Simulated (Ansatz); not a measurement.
**Profile along the Te–Cd line in CdTe (zinc blende)**

CdTe (zinc blende)

Space group F-43m (No. 216); a = b = c = 6.4892 Å, α = β = γ = 90.00°

| atom | site | symmetry | x | y | z |
|---|---|---|---|---|---|
| Te | 4c | -43m | 0.2500 | 0.2500 | 0.2500 |
| Cd | 4a | -43m | 0.0000 | 0.0000 | 0.0000 |
(The calculation used a cell of 2 atoms; values per cell refer to that cell.)

Fields along a shortest Te–Cd line of a {110} plane (2.81 Å), from Te to Cd, interpolated on the slice's grid (step about 0.2 Å). Level of theory: PBEsol (plane waves to 420 eV, PAW, scalar-relativistic; Ansatz, an electronic-structure program). k mesh 9×9×9. Near the nuclei the fields are pseudised (PAW); where an atom keeps semicore shells as valence, they peak there. CdTe was relaxed with its symmetry unable to fall. Spin-orbit coupling is left out, though Te is heavy.

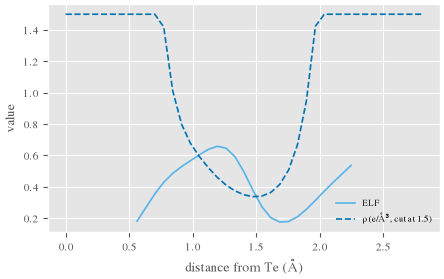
Figure. ELF (away from the nuclei) and valence density from Te to Cd.

Density on the Te–Cd line (2.81 Å) at its density minimum, 1.5 Å from Te: 0.34 e/Å³. ELF at that point: 0.4. ELF maximum in the middle third of the Te–Cd line: 0.66, 1.2 Å from Te.
